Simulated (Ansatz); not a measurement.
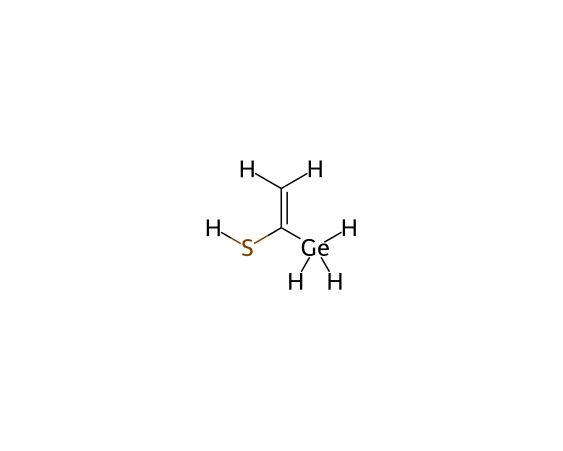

A structural formula.

Question: Transcribe the drawing into SMILES.

Answer: C=[C](S)[GeH3]

Question: Give the formula, hydrogens included.

Answer: C2H6GeS.

Question: An optimisation with PBE0-D4/def2-TZVP gave a structure of which point group?

Answer: C1.

The parts below concern this one geometry. Atoms keep their numbers from picture to picture. Computed geometry: PBE0-D4/def2-TZVP optimisation. No frequency run is at hand to confirm it as a minimum.

Charges

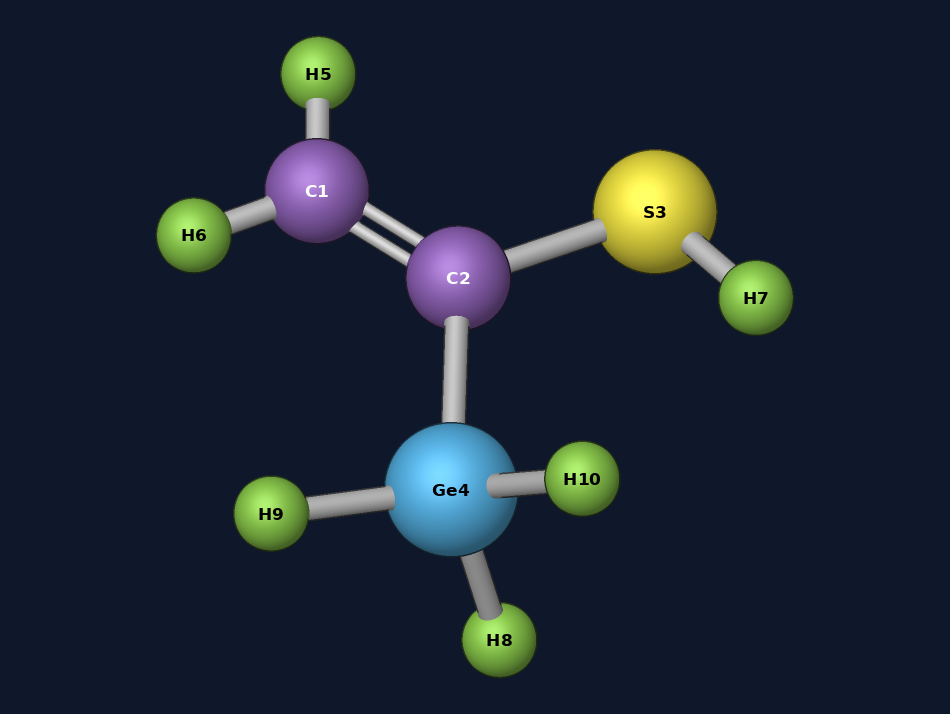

The questions are on Mulliken charges. No frequency run is at hand to confirm it as a minimum. Properties computed with RKS r2SCAN-D4/def2-TZVPP (Ansatz 0.2.0).

Question: Which atom carries the highest charge (most positive or least negative)?

Answer: Ge4 (0.11 e).

Question: And the lowest?

Answer: C1 (−0.18 e).

Give the Mulliken charges atom by atom.

```
atom  value (e)
  C1      −0.18
  C2      −0.06
  S3      −0.10
 Ge4       0.11
  H5       0.08
  H6       0.08
  H7       0.10
  H8       0.00
  H9      −0.01
 H10      −0.01
```

Dipole moment

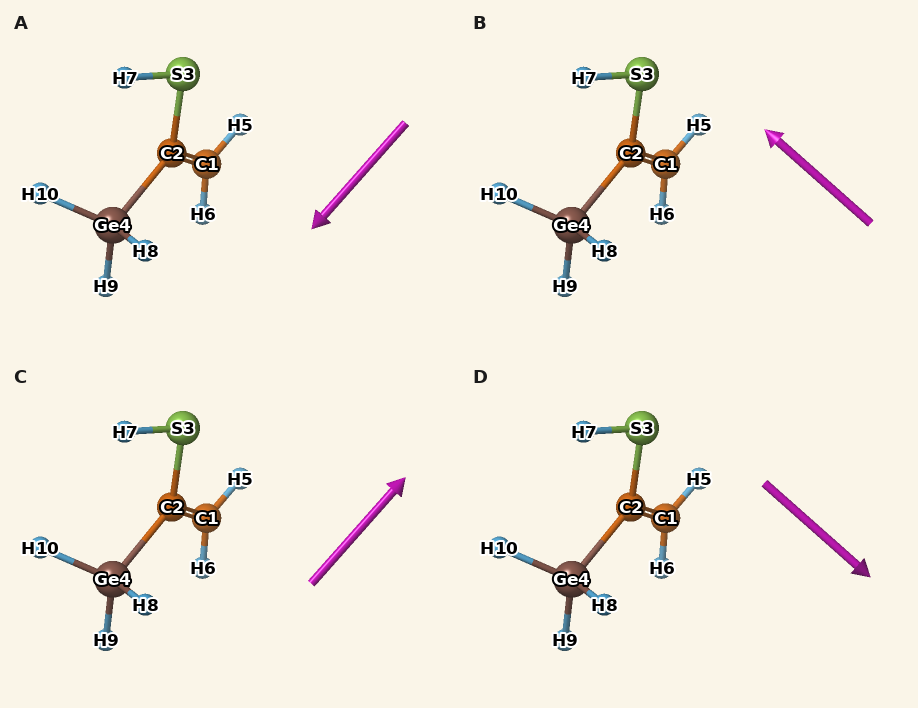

The same molecule four times, each with an arrow. No frequency run is at hand to confirm it as a minimum. Properties computed with RKS r2SCAN-D4/def2-TZVPP (Ansatz 0.2.0).

Question: Which arrow points along the dipole moment, from the negative to the positive end?

Answer: A. The dipole moment is 0.82 D; it points from the side of S3, H5 to the side of H9 (the outermost atoms at the two ends).

Levels of theory compared

No frequency run is at hand to confirm it as a minimum. Program: Ansatz 0.2.0.

At this fixed geometry, give HOMO–LUMO gap (eV) at these levels: B3LYP-D4/def2-TZVPP; PBE-D4/def2-TZVPP; PBE0-D4/def2-TZVPP; r2SCAN-D4/def2-TZVPP; ωB97M-V/def2-TZVPP; ωB97X-V/def2-TZVPP.

```csv
level,HOMO–LUMO gap (eV)
B3LYP-D4/def2-TZVPP,5.80
PBE-D4/def2-TZVPP,4.21
PBE0-D4/def2-TZVPP,6.23
r2SCAN-D4/def2-TZVPP,4.59
ωB97M-V/def2-TZVPP,10.41
ωB97X-V/def2-TZVPP,10.66
```

Mulliken values depend strongly on the basis set and can even reverse the polarity of a bond.
